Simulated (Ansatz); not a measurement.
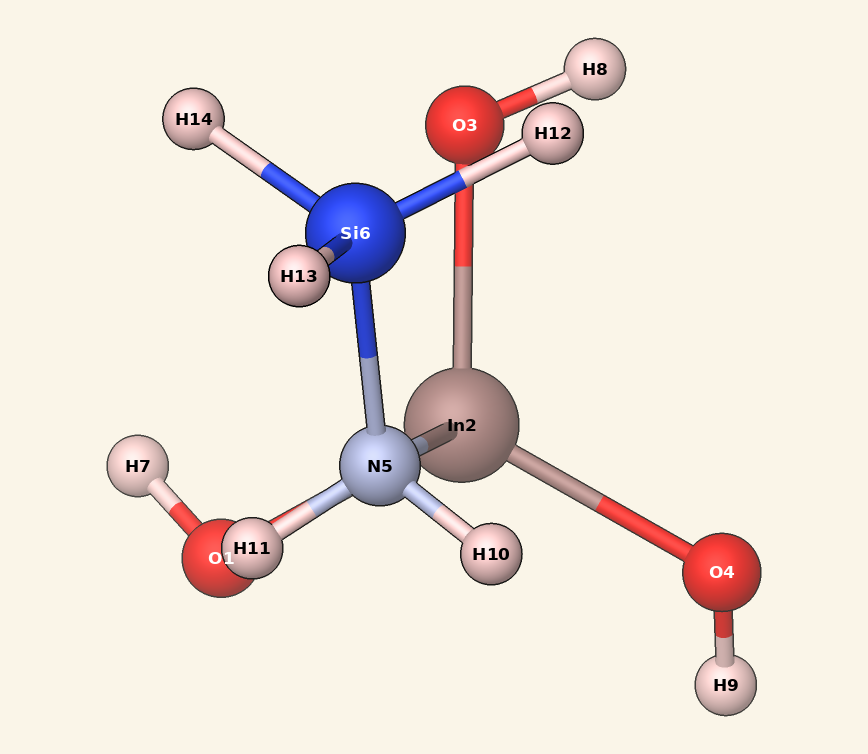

In2 lies behind N5. The molecule seen a little off the N5–In2 bond, N5 in front. Atoms fade into the background with distance from the viewer. Computed geometry: PBE0-D4/def2-TZVP optimisation.

Question: What is the torsion angle Si6–N5–In2–O1? The sign is positive where the front bond must turn clockwise to cover the back bond.

Answer: −120°, anticlinal. The bonds about N5–In2 are eclipsed.
